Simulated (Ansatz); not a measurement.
# Fields on a plane of SrCl2 (fluorite)

```
SrCl2
1.0
    0.00000     3.49721     3.49721
    3.49721     0.00000     3.49721
    3.49721     3.49721     0.00000
Sr Cl
1 2
Direct
  0.00000   0.00000   0.00000
  0.75000   0.75000   0.75000
  0.25000   0.25000   0.25000
```

The slice is a {111} plane (indices of the conventional cell) through the point (0.250, 0.250, 0.250) (fractional), spanned by u = [100] and v = [-1 2 0] in vectors of this cell: u (4.95 Å) and v (8.57 Å, at 90° to u). It covers one period; positions are fractions (u, v).

Atoms on it: Cl at (0.00, 0.00); Cl at (0.50, 0.50).

Method: r2SCAN (plane waves to 500 eV, PAW, scalar-relativistic; Ansatz, an electronic-structure program). k mesh 8×8×8. These are valence fields of a PAW run, semicore shells included where kept as valence: close to a nucleus they are smooth pseudo fields. SrCl2 was relaxed with its symmetry unable to fall.

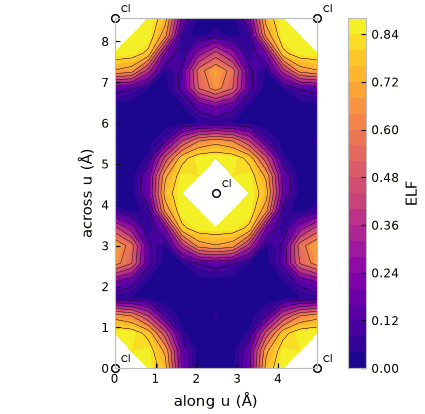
Fig. 1. Electron localisation function (ELF), one period of the plane, atoms marked. Points within 0.5 Å of a nucleus are left white, as the pseudised field means little there.

```
|@@%#+++++#%@|
|@%#*+*#*+*#%|
|#**+*#%#*+**|
|====*#%#*===|
|----+***+---|
|----=+++=---|
|---=+*#*+=--|
|--=+#%@%#+=-|
|--+*%@@@%*+-|
|-=+#@@ @@#+=|
|+++#%@@@%#++|
|#*+*#%@%#*+*|
|%#*+**#**+*#|
|%#*=======*#|
|**+-------+*|
|++=-------=+|
|#*+=-----=+*|
|@%#+=---=+#%|
|@@%*+---+*%@|
| @@#+=-=+#@@|
```
Scale: ten equal steps from -3.00 (start of ' ') to 0.24 (end of '@'), in the order ' .:-=+*#%@'. Values: log₁₀ of the valence density in e/Å³. The map has 12 points along u (one character each, u = 0 at the left) and 20 along v (v = 0 in the bottom row). The scale is logarithmic, as a density can span decades between atoms and voids; values under 0.001 e/Å³ are set to 0.001.
